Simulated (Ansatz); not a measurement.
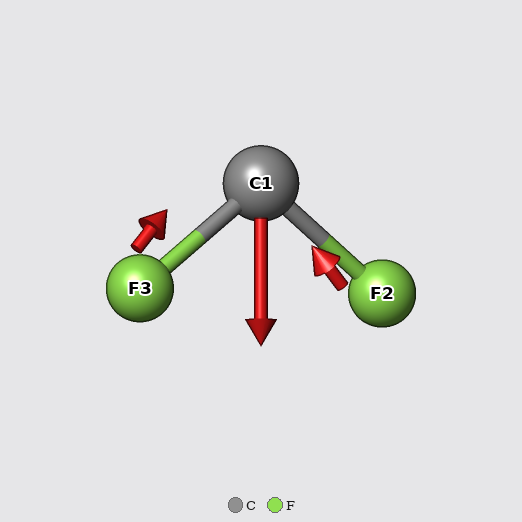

The arrows show one normal mode. Harmonic vibrations computed with RKS PBE0-D4/def2-TZVP (Ansatz 0.2.0) at a stationary point of the same level.

### What kind of motion is it?

Mostly in-phase stretching of 2 C–F bonds.

### At what wavenumber does it lie?

1261 cm⁻¹; it is mode 3 of 3 counted from the lowest.
